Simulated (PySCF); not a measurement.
TaO (doublet)

```yaml
atoms:
  - { symbol: Ta, position_ang: [0.0000, 0.0000, -0.1366] }
  - { symbol: O, position_ang: [0.0000, 0.0000, 1.5454] }
```

Core potentials replace the inner electrons of Ta.

All numbers below come from PBE0/def2-TZVPP, non-relativistic Hamiltonian with scalar-relativistic core potentials where named, at a bond length of 1.682 Å in PySCF 2.14.0.

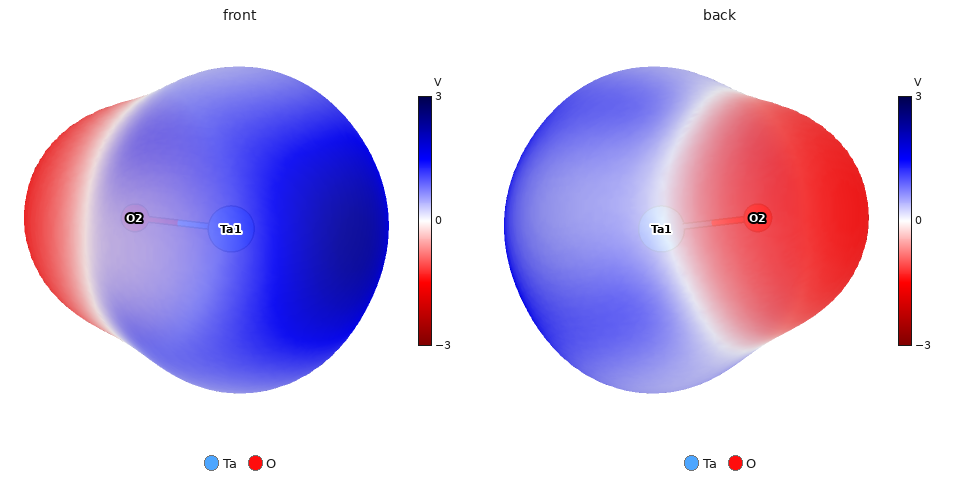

Figure 1. The electrostatic potential painted on the density surface at 0.002 e/bohr³, seen from the front and from behind; the colour scale runs from red (negative) to blue (positive).

### Which sites attract a positive test charge, and which a negative one?

A positive charge is drawn to the negative regions and a negative charge to the positive ones. The most negative region (about −1.4 V, or −32 kcal/mol for a unit charge) lies over O2, the most positive (about +2.3 V, or +53 kcal/mol for a unit charge) over Ta1. O2 is the likeliest acceptor of a hydrogen bond.

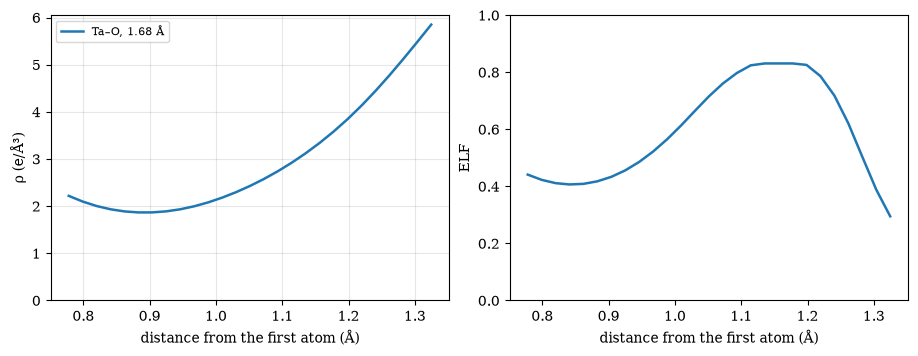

Figure 2. Electron density and electron localisation function along straight lines between neighbouring atoms. The curves leave out the atomic cores.

### What can be read from the curves?

Ta–O (1.68 Å): the density is about 1.9 e/Å³ at the midpoint; the ELF peaks at about 0.85 in the valence shell of O, 0.5 Å from its nucleus, and is about 0.40 at the midpoint.
